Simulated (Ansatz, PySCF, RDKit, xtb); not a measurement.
# Which structure has the formula CHSbSi?, part 2 of 2

Task: start from the formula CHSbSi, draw up candidate structures, narrow them down in stages, and characterise the one that lies lowest at 298.15 K.

xtb, Ansatz and PySCF; isolated molecules.

### 12 Density, orbitals and dipole (PBE0/def2-TZVPD)

input.yaml

```yaml
crystal:
  periodic: [false, false, false]
  atoms:
    - symbol: C
      position_ang: [-0.033408, 0.823495, -0.420580]
    - symbol: Sb
      position_ang: [-0.478628, -0.980505, 0.444883]
    - symbol: Si
      position_ang: [-1.714844, 1.248401, 0.091170]
    - symbol: H
      position_ang: [0.876621, 1.176830, -0.919723]
basis:
  gaussian:
    orbitals: def2-TZVPD
hamiltonian:
  xc: {name: PBE0}
output:
  forces: true
  orbitals: {seedname: orbitals}
```

On the command line:

```bash
ansatz run input.yaml --threads 1 --pin off --max-ram 2610MiB --events-out events.jsonl --progress --plain --runs-dir runs
```

What it wrote (excerpt; [...] marks lines left out):

```text
Warning: RAYON_NUM_THREADS=1 ignored (pool sized by the plan → 1); use --threads N
Functional definition: PBE0
  name "PBE0"
[...]
1004 factors; their error is unknown
[...]
mean field -15462.80820184 eV, -568.2477203497 hartree, gradient 4.5e-5 eV, S^2 0.000000; 0 other end points of the search recorded, 0 dependent functions left out
[...]
reference -15462.80822889 eV, -568.2477213438 hartree; 22, 22 occupied and 123, 123 virtual orbitals, 1004 factors
Total energy: -15462.80822889 eV, -568.2477213438 hartree
Atom 0 at    -0.033408     0.823495    -0.420580 Å, force    -0.114633    -0.138745     0.098768 eV/Å
Atom 1 at    -0.478628    -0.980505     0.444883 Å, force    -0.006365     0.585997    -0.220645 eV/Å
Atom 2 at    -1.714844     1.248401     0.091170 Å, force     0.473150    -0.291730    -0.078432 eV/Å
Atom 3 at     0.876621     1.176830    -0.919723 Å, force    -0.352152    -0.155521     0.200309 eV/Å
Dipole moment:     0.145003    -0.150328    -0.000832 e Å
```

Run time: 5.7 s. Hardware: 1 thread of Arm Neoverse V2, shared host.

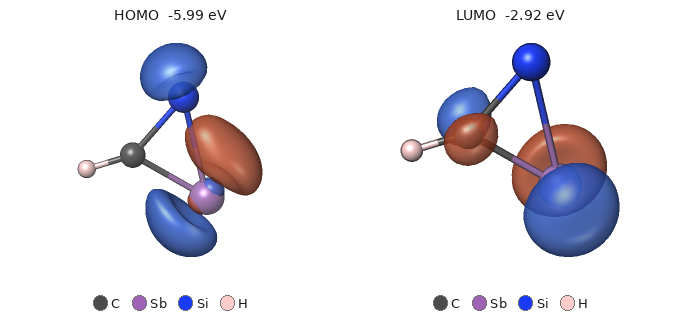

Frontier orbitals of this run, surfaces at ±0.2 Å^-3/2.

### 13 Frequencies after a tight-binding relaxation (GFN2-xTB)

start.xyz

```xyz
4
c228
C     -0.033408     0.823495    -0.420580
Sb    -0.478628    -0.980505     0.444883
Si    -1.714844     1.248401     0.091170
H      0.876621     1.176830    -0.919723
```

On the command line:

```bash
xtb start.xyz --gfn 2 --ohess tight
```

What it wrote (excerpt; [...] marks lines left out):

```text
* xtb version 6.7.1
[...]
          :  # basis functions                  25          :
[...]
          :  # electrons                        14          :
[...]
          :  Hamiltonian                  GFN2-xTB          :
[...]
          :  net charge                          0          :
          :  unpaired electrons                  0          :
[...]
   *** convergence criteria satisfied after 14 iterations ***
[...]
   *** GEOMETRY OPTIMIZATION CONVERGED AFTER 6 ITERATIONS ***
[...]
   *** convergence criteria satisfied after 3 iterations ***
[...]
         ::                     SUMMARY                     ::
         :::::::::::::::::::::::::::::::::::::::::::::::::::::
         :: total energy              -6.484084182218 Eh    ::
         :: gradient norm              0.000037010584 Eh/a0 ::
         :: HOMO-LUMO gap              1.252210215061 eV    ::
         ::.................................................::
         :: SCC energy                -6.537929003930 Eh    ::
         :: -> isotropic ES            0.007643235850 Eh    ::
         :: -> anisotropic ES         -0.001131977068 Eh    ::
         :: -> anisotropic XC         -0.010061962416 Eh    ::
         :: -> dispersion             -0.002982963005 Eh    ::
         :: repulsion energy           0.053844821712 Eh    ::
         :: add. restraining           0.000000000000 Eh    ::
         :: total charge              -0.000000000000 e     ::
         :::::::::::::::::::::::::::::::::::::::::::::::::::::
[...]
         7        2.0000           -0.2811897              -7.6516 (HOMO)
         8                         -0.2351719              -6.3994 (LUMO)
[...]
     #   Z          covCN         q      C6AA      α(0)
     1   6          2.714    -0.260    35.057     9.692
     2  51          1.796     0.016   419.549    40.117
     3  14          1.776     0.263   190.901    29.364
     4   1          0.926    -0.019     3.407     2.886
[...]
molecular dipole:
                 x           y           z       tot (Debye)
 q only:       -0.872       0.175       0.283
   full:       -0.333       0.044       0.117       0.904
molecular quadrupole (traceless):
[...]
          | TOTAL ENERGY               -6.484084182190 Eh   |
          | TOTAL ENTHALPY             -6.465224974479 Eh   |
          | TOTAL FREE ENERGY          -6.498232946635 Eh   |
          | GRADIENT NORM               0.000037044486 Eh/α |
[...]
```

Wall time 0.071 s (1 thread of Arm Neoverse V2, shared host).

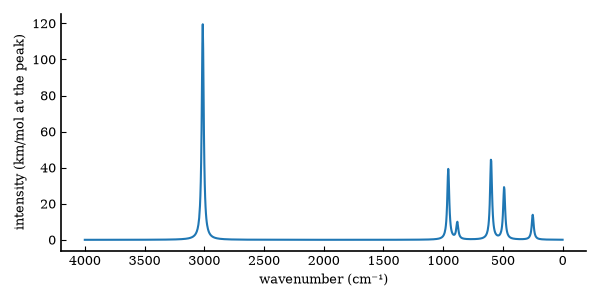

Harmonic infrared spectrum, unscaled, lines broadened by 10 cm⁻¹.

### 14 Electronic excitations (TD-CAM-B3LYP/def2-SVPD)

An in-house driver calls PySCF's response routines at TD-CAM-B3LYP/def2-SVPD; it has no typed input.

What it wrote:

```text
coarse grid: 22096 points
cycle   1  E = -565.7819398612  dE = -2.298e+01  |g| = 2.817e+00  |ddm| = 1.116e+01
cycle   2  E = -560.3679139658  dE =  5.414e+00  |g| = 5.411e+00  |ddm| = 9.434e+00
cycle   3  E = -568.1081195411  dE = -7.740e+00  |g| = 5.916e-01  |ddm| = 4.538e+00
cycle   4  E = -568.2154763315  dE = -1.074e-01  |g| = 1.135e-01  |ddm| = 1.054e+00
cycle   5  E = -568.2168661229  dE = -1.390e-03  |g| = 1.255e-01  |ddm| = 3.136e-01
cycle   6  E = -568.2217293019  dE = -4.863e-03  |g| = 2.293e-02  |ddm| = 1.445e-01
cycle   7  E = -568.2219662683  dE = -2.370e-04  |g| = 6.628e-03  |ddm| = 4.112e-02
cycle   8  E = -568.2220026465  dE = -3.638e-05  |g| = 1.470e-03  |ddm| = 2.751e-02
cycle   9  E = -568.2220053921  dE = -2.746e-06  |g| = 4.388e-04  |ddm| = 7.172e-03
final grid: 42552 points
cycle  10  E = -568.2219867098  dE = -2.980e-07  |g| = 2.401e-04  |ddm| = 1.952e-03
cycle  11  E = -568.2219867634  dE = -5.357e-08  |g| = 3.063e-04  |ddm| = 9.316e-04
cycle  12  E = -568.2219867945  dE = -3.108e-08  |g| = 7.541e-05  |ddm| = 3.371e-04
cycle  13  E = -568.2219868064  dE = -1.187e-08  |g| = 5.335e-05  |ddm| = 4.146e-04
cycle  14  E = -568.2219868083  dE = -1.899e-09  |g| = 1.010e-05  |ddm| = 1.803e-04
cycle  15  E = -568.2219868083  dE = -6.503e-11  |g| = 2.682e-06  |ddm| = 2.261e-05
converged SCF energy = -568.2219868083

Static polarisability (au): isotropic 85.340, principal 58.926 75.156 121.938

Singlet excitations
state   eV       nm        f      main configurations
  1   1.5895    780.0   0.00002   H->L 0.99
  2   2.9672    417.8   0.00624   H-1->L 0.96
  3   3.3300    372.3   0.00036   H->L+1 0.98
  4   3.8394    322.9   0.00811   H-2->L 0.68, H->L+2 0.29
  5   4.3891    282.5   0.01181   H-1->L+1 0.95
  6   4.9844    248.7   0.05149   H->L+3 0.75, H->L+2 0.12
  7   5.1134    242.5   0.00271   H-3->L 0.95
  8   5.1154    242.4   0.04987   H-2->L+1 0.40, H-1->L+2 0.23, H->L+3 0.12

Triplet excitations (Tamm-Dancoff, eV): 1.1402 2.4579 2.5308
```

It took 5.4 s on 1 thread of Arm Neoverse V2, shared host.

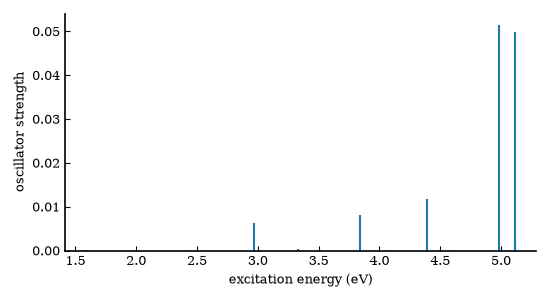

Vertical excitations as sticks.

The roots found:

```
excited state  energy (eV)  strength
            1        1.589    0.0000
            2        2.967    0.0062
            3        3.330    0.0004
            4        3.839    0.0081
            5        4.389    0.0118
            6        4.984    0.0515
            7        5.113    0.0027
            8        5.115    0.0499
```

### 15 The cation at the same geometry (PBE0/def2-TZVPD)

input.yaml

```yaml
crystal:
  periodic: [false, false, false]
  atoms:
    - {symbol: C, position_ang: [-0.033408, 0.823495, -0.420580]}
    - {symbol: Sb, position_ang: [-0.478628, -0.980505, 0.444883]}
    - {symbol: Si, position_ang: [-1.714844, 1.248401, 0.091170]}
    - {symbol: H, position_ang: [0.876621, 1.176830, -0.919723]}
basis:
  gaussian:
    orbitals: def2-TZVPD
hamiltonian:
  xc: {name: PBE0}
magnetization:
  spin_polarized: true
  initial_magnetization: 1
total_charge: 1
```

On the command line:

```bash
ansatz run input.yaml --threads 1 --pin off --max-ram 2610MiB --events-out events.jsonl --progress --plain --runs-dir runs
```

What it wrote:

```text
Warning: RAYON_NUM_THREADS=1 ignored (pool sized by the plan → 1); use --threads N
[... 2 set-up lines as earlier in the session ...]
  parameter a = 0.25
  parameter kappa = 0.804
  parameter beta = 0.06672455060314922
  exchange = (1 - a)*pbe_x(kappa = kappa, mu = beta*pi^2/3) + a*exact_x
  correlation = pbe_c(beta = beta)
1004 factors; their error is unknown
mean field evaluation 1: about -15429.7513 eV, gradient 7.1e1 eV
mean field evaluation 2: about -15324.3518 eV, gradient 1.2e2 eV
mean field evaluation 4: about -15453.3154 eV, gradient 1.4e1 eV
mean field evaluation 8: about -15454.7174 eV, gradient 1.7e-1 eV
mean field evaluation 16: about -15454.8872 eV, gradient 6.4e-3 eV
mean field evaluation 32: about -15454.7389 eV, gradient 1.7e0 eV
mean field -15454.88723812 eV, -567.9566303022 hartree, gradient 5.8e-5 eV, S^2 0.769751; 4 other end points of the search recorded, 0 dependent functions left out
reference -15454.88726723 eV, -567.9566313717 hartree; 22, 21 occupied and 123, 124 virtual orbitals, 1004 factors
Total energy: -15454.88726723 eV, -567.9566313717 hartree
```

Wall time 13 s (1 thread of Arm Neoverse V2, shared host).

Difference from the parent: 7.92 eV.

### 16 The anion at the same geometry (PBE0/def2-TZVPD)

input.yaml

```yaml
basis:
  gaussian: {orbitals: def2-TZVPD}
crystal:
  periodic: [false, false, false]
  atoms:
    - symbol: C
      position_ang: [-0.033408, 0.823495, -0.420580]
    - symbol: Sb
      position_ang: [-0.478628, -0.980505, 0.444883]
    - symbol: Si
      position_ang: [-1.714844, 1.248401, 0.091170]
    - symbol: H
      position_ang: [0.876621, 1.176830, -0.919723]
total_charge: -1
magnetization: {spin_polarized: true, initial_magnetization: 1}
hamiltonian: {xc: {name: PBE0}}
scf: {lower_state_search: "off"}
```

On the command line:

```bash
ansatz run input.yaml --threads 1 --pin off --max-ram 2610MiB --events-out events.jsonl --progress --plain --runs-dir runs
```

What it wrote (excerpt; [...] marks lines left out):

```text
Warning: RAYON_NUM_THREADS=1 ignored (pool sized by the plan → 1); use --threads N
[... 2 set-up lines as earlier in the session ...]
[...]
1004 factors; their error is unknown
[...]
mean field -15464.02405453 eV, -568.2924021121 hartree, gradient 5.1e-6 eV, S^2 0.757253; 0 other end points of the search recorded, 0 dependent functions left out
reference -15464.02408045 eV, -568.2924030645 hartree; 23, 22 occupied and 122, 123 virtual orbitals, 1004 factors
Total energy: -15464.02408045 eV, -568.2924030645 hartree
Checks for a lower state left out: stability, starts, cluster_reference, orbital_swaps, neighbouring_geometries, increment
```

Run time: 6 s. Hardware: 1 thread of Arm Neoverse V2, shared host.

Parent less the species with the added electron: 1.22 eV.

### 17 The triplet at the same geometry (PBE0/def2-TZVPD)

input.yaml

```yaml
crystal:
  periodic: [false, false, false]
  atoms:
    - {symbol: C, position_ang: [-0.033408, 0.823495, -0.420580]}
    - {symbol: Sb, position_ang: [-0.478628, -0.980505, 0.444883]}
    - {symbol: Si, position_ang: [-1.714844, 1.248401, 0.091170]}
    - {symbol: H, position_ang: [0.876621, 1.176830, -0.919723]}
basis:
  gaussian:
    orbitals: def2-TZVPD
magnetization:
  spin_polarized: true
  initial_magnetization: 2
hamiltonian:
  xc: pbe0
```

On the command line:

```bash
ansatz run input.yaml --threads 1 --pin off --max-ram 2610MiB --events-out events.jsonl --progress --plain --runs-dir runs
```

What it wrote (excerpt; [...] marks lines left out):

```text
Warning: RAYON_NUM_THREADS=1 ignored (pool sized by the plan → 1); use --threads N
[... 7 set-up lines as earlier in the session ...]
1004 factors; their error is unknown
mean field evaluation 1: about -15448.9476 eV, gradient 4.9e1 eV
mean field evaluation 2: about -15396.6059 eV, gradient 8.9e1 eV
mean field evaluation 4: about -15461.1263 eV, gradient 7.4e0 eV
mean field evaluation 8: about -15461.4408 eV, gradient 1.3e-1 eV
mean field evaluation 16: about -15461.6129 eV, gradient 9.5e-3 eV
mean field evaluation 32: about -15460.6404 eV, gradient 5.4e0 eV
mean field -15461.61295518 eV, -568.2037958451 hartree, gradient 3.9e-5 eV, S^2 2.015693; 6 other end points of the search recorded, 0 dependent functions left out
reference -15461.61298346 eV, -568.2037968843 hartree; 23, 21 occupied and 122, 124 virtual orbitals, 1004 factors
Total energy: -15461.61298346 eV, -568.2037968843 hartree
```

Wall time 17 s (1 thread of Arm Neoverse V2, shared host).

It lies 1.20 eV above the singlet.

### 18 Stability of the closed-shell solution (PBE0/def2-SVP)

calc.py

```python
from pyscf import gto, dft

mol = gto.Mole()
mol.atom = [
    ('C', (-0.033408, 0.823495, -0.420580)),
    ('Sb', (-0.478628, -0.980505, 0.444883)),
    ('Si', (-1.714844, 1.248401, 0.091170)),
    ('H', (0.876621, 1.176830, -0.919723)),
]
mol.basis = 'def2-svp'
mol.verbose = 3
mol.max_memory = 1860
mol.ecp = {'Sb': 'def2-svp'}
mol.build()

ks = dft.RKS(mol, xc='pbe0')
ks = ks.density_fit(auxbasis='def2-universal-jkfit')
ks.grids.level = 3
ks.max_cycle = 100
ks.kernel()
if not ks.converged:
    ks = ks.newton().run(ks.mo_coeff, ks.mo_occ)

e_tot = ks.e_tot
print('E = %.10f Eh' % e_tot)
mo_i, mo_e, stable_i, stable_e = ks.stability(internal=True, external=True, return_status=True)
print('stable: internal', stable_i, 'external', stable_e)
```

On the command line:

```bash
OMP_NUM_THREADS=1 python calc.py
```

What it wrote:

```text
converged SCF energy = -568.095661127321
E = -568.0956611273 Eh
<class 'pyscf.df.df_jk.DFRKS'> wavefunction is stable in the internal stability analysis
<class 'pyscf.df.df_jk.DFRKS'> wavefunction is stable in the real -> complex stability analysis
<class 'pyscf.df.df_jk.DFRKS'> wavefunction is stable in the RHF/RKS -> UHF/UKS stability analysis
stable: internal True external True
```

Run time: 27 s. Hardware: 1 thread of Arm Neoverse V2, shared host.

### 19 What came out

This closing draws on all 2 parts.

| quantity | value |
| --- | --- |
| lowest structure found | [CH]1[Si][Sb]1 ‡, singlet, Cs |
| next finalist | [CH]1[Si][Sb]1 ‡, triplet, 19.6 kcal/mol higher in G |
| share at equilibrium, among the finalists | 100.0 % |
| funnel | 15 starts, 9 minima at GFN2-xTB, 7 screening runs, 3 relaxed, 2 ranked |
| CPU time of all runs | 14 min |
| harmonic wavenumbers, lowest and highest (r2SCAN-D4/def2-SVP) | 318 and 3188 cm⁻¹ |
| rotational constants, same geometry | 0.6404, 0.1022, 0.08814 cm⁻¹ |
| dipole moment (PBE0/def2-TZVPD) | 1.00 D |
| HOMO energy (PBE0/def2-TZVPD) | -5.99 eV |
| LUMO energy (PBE0/def2-TZVPD) | -2.92 eV |
| HOMO–LUMO gap (PBE0/def2-TZVPD) | 3.07 eV |
| lowest excitation (TD-CAM-B3LYP/def2-SVPD) | 1.59 eV (f = 0.000) |
| strongest of the states computed, same level | 4.98 eV (f = 0.051) |
| lowest triplet excitation, same level, Tamm-Dancoff | 1.14 eV |
| vertical ionisation energy | 7.92 eV |
| vertical electron affinity | 1.22 eV |
| vertical triplet less singlet | +1.20 eV |

What this shows: The search ends on `[CH]1[Si][Sb]1` ‡. The margin of 19.6 kcal/mol over the next finalist is beyond the usual error of the last level; it says nothing of structures that weren't ranked. r2SCAN-D4/def2-SVP, relaxed, HF/def2-TZVPP and MP2/def2-TZVPP already put its bonding pattern lowest among the structures in one piece. The largest share of the time went into the properties (22 %). Spin-orbit coupling, which matters for elements this heavy, is left out. The search is not exhaustive (a finite list of starts, one conformer a finalist), so a lower isomer can't be ruled out.

‡ marks the bonded skeleton alone, with all bonds drawn single: no Lewis structure was assigned that passes a check against the bond lengths.
